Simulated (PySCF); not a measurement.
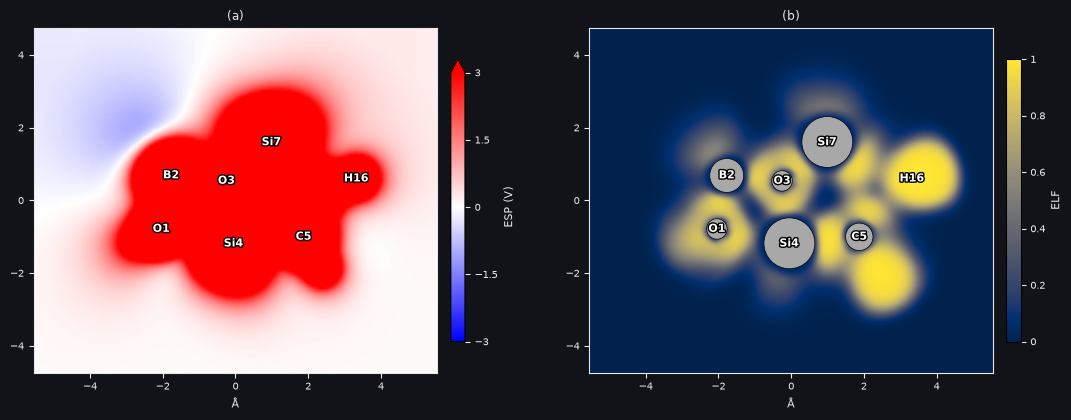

C2H11BO2Si2 (SMILES O[BH2-][O+]1[SiH2]CC[SiH2]1). (a) electrostatic potential; (b) electron localisation function on the plane of atoms B2, O3 and Si4. Grey discs cover the atomic cores in the ELF map.

Geometry: GFN2-xTB.

Computed with CAM-B3LYP/def2-SVPD, SCF density, gas phase in PySCF 2.14.0.

```xyz
18

O     1.6044    1.9075    0.0305
B     1.9329    0.6762   -0.7570
O     0.6259   -0.0428   -0.4211
Si   -0.2222    1.1464    0.5024
C    -1.7676   -0.0043    0.6547
C    -1.3467   -1.4800    0.6027
Si    0.1006   -1.5948   -0.6198
H     1.7589    2.7338   -0.4245
H     2.0030    0.8753   -1.9303
H     2.8483    0.0784   -0.2899
H     0.2916    1.2152    1.8684
H    -0.7775    2.2412   -0.3029
H    -2.4560    0.1879   -0.1702
H    -2.3325    0.1963    1.5644
H    -1.0093   -1.7917    1.5936
H    -2.1859   -2.1263    0.3457
H     1.1887   -2.4844   -0.2270
H    -0.2656   -1.7275   -2.0316
```

What do the fields say about this system?

Atoms in the plane: O, B, Si, C and H.
B–O (1.50 Å): the ELF peaks at about 0.90 between the atoms, as expected for a shared but strongly polarised pair.
Si–O (1.65 Å): the ELF peaks at about 0.90 between the atoms, as expected for a shared but strongly polarised pair.
Si–O (1.73 Å): the ELF peaks at about 0.90 between the atoms (a polar covalent bond).
Outside the dense part of the molecule the potential is most negative (−1.0 V) near H10, which lies off the plane.
